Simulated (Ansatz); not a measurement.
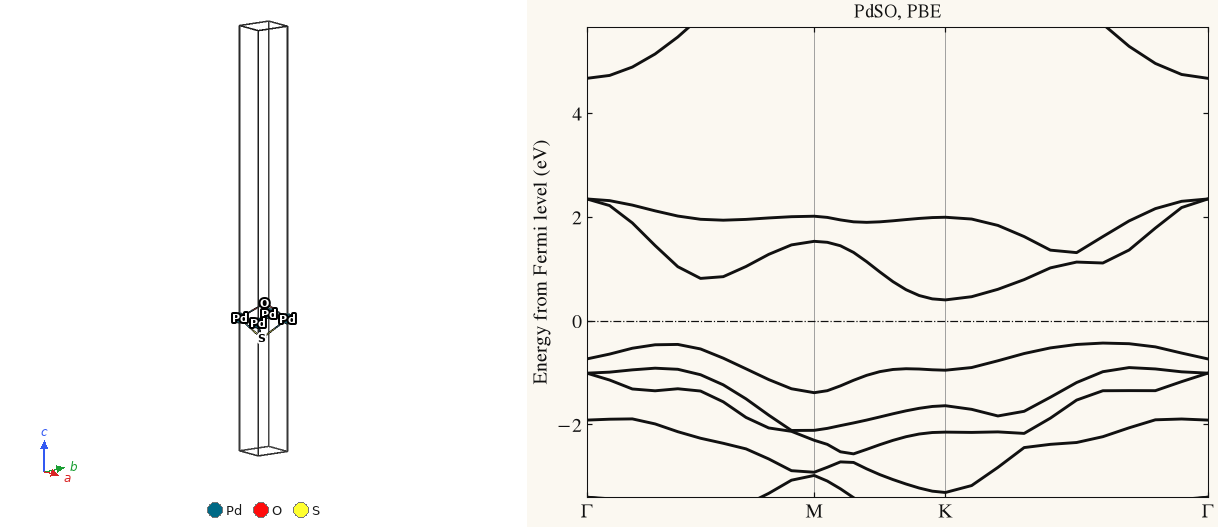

Band structure, beside the structure. Energies are counted from the Fermi level.

The Ansatz input:

```
crystal:
  lattice:
    - [3.2895205604, 0.0, 0.0]
    - [-1.6447602802, 2.8488083716, 0.0]
    - [0.0, 0.0, 29.1641312776]
  atoms:
    - { symbol: Pd, position: [0.0, 0.0, 0.3120426449] }
    - { symbol: O, position: [0.3333333333, 0.6666666667, 0.3450121745] }
    - { symbol: S, position: [0.6666666667, 0.3333333333, 0.2687399435] }
  periodic: [true, true, false]
kpoints:
  mp_grid: { grid: [12, 12, 1] }
  band_path:
    path:
      - [0, 0, 0]
      - [0.5, 0, 0]
      - [0.3333333333333, 0.3333333333333, 0]
      - [0, 0, 0]
    npoints: 10
hamiltonian:
  xc: pbe
scf:
  occupations: { method: fermi_dirac, width: 0.02 }
  n_extra_bands: 4
output:
  forces: true
  stress: true
  eigenvalues: true
```

Run as:
```bash
ansatz run input.yaml --threads 4 --pin off --max-ram 5529MiB --backend cpu --events-out ev --progress --plain --runs-dir out
```

Question: What does the band structure say about the gap?

Answer: A semiconductor. The gap along this path is 0.83 eV and indirect, from the valence-band top between K and Γ to the conduction-band bottom at K; the smallest direct gap is 1.35 eV, at K.

Question: What are the direct gaps at M, K and Γ?

Answer: The direct gaps are 2.92 eV at M, 1.35 eV at K and 3.08 eV at Γ.
